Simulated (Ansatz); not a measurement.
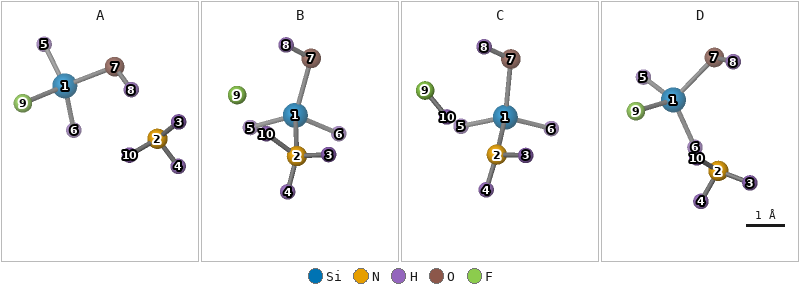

4 geometries from a converged minimum-energy path of SiNH₆OF, shuffled. A ball-and-stick model, seen from a free direction.

Level of theory: RHF/cc-pVDZ (Ansatz). Set-up: 9 movable images; climbing image; force threshold 0.05 eV/Å; iteration limit 60; starting path through a guess of the saddle point.

### Which of them lies highest in energy?

B. In order along the path, whose images run from 0 to 10: C (image 1, +0.02 eV), B (image 3, +0.95 eV), D (image 7, −0.62 eV), A (image 10, −0.85 eV). Breaking: F9–H10 (0.92 → 1.35 at the top → 3.79 Å), Si1–N2 (1.77 → 1.87 at the top → 3.89 Å). Forming: N2–H10 (1.85 → 1.11 at the top → 1.01 Å), Si1–F9 (3.30 → 2.32 at the top → 1.64 Å).

Cost: 6.9 min on 1 thread of Arm Neoverse V1, with other jobs on the host, peak memory 0.17 GiB.
